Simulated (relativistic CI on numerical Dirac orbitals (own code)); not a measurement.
```
atom Lu  Z=71  charge=3  electrons=68
nucleus A=175  rms_radius_fm=5.3700
hamiltonian dirac-coulomb  breit=on  qed=on  c_scale=1
orbitals kli  potential=per-configuration
slater_scale 0.9
correlation none
mixing on
configurations
  [Xe] 4f14
  [Kr] 4d10 4f14 5s2 5p5 5d
end
absorption O2,3 T=80 lorentz=1.5 gauss=0.3
crystal_field Oh 10Dq=42300
```

Multiplet model: relativistic Dirac–Coulomb–Breit theory, one configuration a step, Slater integrals scaled by 0.9, 80 K, Voigt broadening (Lorentzian 1.5 eV, Gaussian 0.3 eV full widths), computed with a radial Dirac CI code.

The O₂,₃ X-ray absorption spectrum that results, with the strongest transitions as sticks:

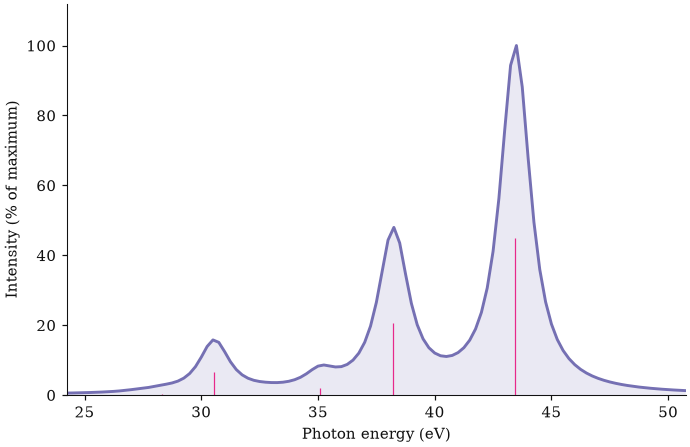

The main maxima lie at 30.6 eV (16), 38.2 eV (48) and 43.5 eV (100), heights in % of the largest; the centroid is at 40.5 eV. The ground state has S = 0.00.

Known limits: free-ion energies, so absolute edge positions are off by a few eV from solids; core and valence shell share one n, so the strongest features autoionise and are far broader and can lie several eV off in experiment.
